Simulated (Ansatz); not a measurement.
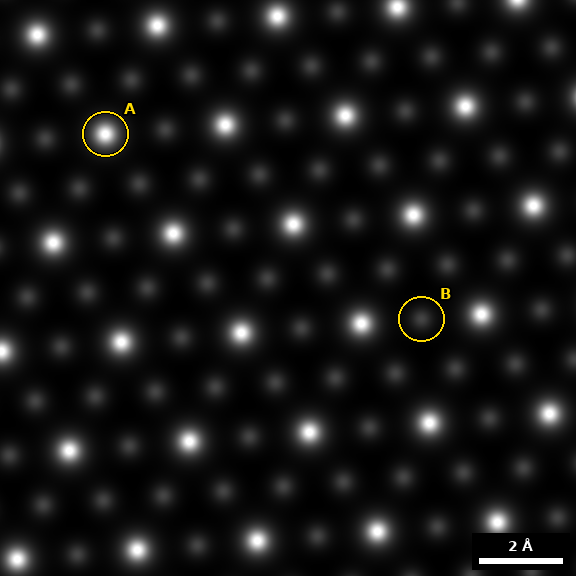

Projected-potential map of OsPd₂ (Fd-3m, No. 227) along [111]. Computed as the sum of neutral-atom potentials (tabulated electron scattering factors, B = 0.3 Å²) projected along the beam and smoothed by 0.25 Å; brighter is more positive. Atomic positions: coordinates from a relaxation with DFT, PAW plane waves, pbe in Ansatz 0.2.0; the starting structure was generated, so it need not be a known form of this composition.

```cif
data_structure
_symmetry_space_group_name_H-M 'Fd-3m:1'
_symmetry_Int_Tables_number 227
_cell_length_a 7.1684
_cell_length_b 7.1684
_cell_length_c 7.1684
_cell_angle_alpha 90.000
_cell_angle_beta 90.000
_cell_angle_gamma 90.000
_cell_volume 368.35
loop_
_atom_site_label
_atom_site_type_symbol
_atom_site_symmetry_multiplicity
_atom_site_Wyckoff_symbol
_atom_site_fract_x
_atom_site_fract_y
_atom_site_fract_z
_atom_site_occupancy
Pd1 Pd 16 c 0.12500 0.62500 0.62500 1
Os1 Os 8 b 0.25000 0.25000 0.75000 1
```

> Which atoms make up the marked columns?

A: 2 Os + Pd (1 Pd and 2 Os per 12.42 Å along the beam; the brightest kind). B: Pd (1 Pd per 12.42 Å along the beam; about 25 % of the brightest peak). Brightness is counted from the darkest point of the image.
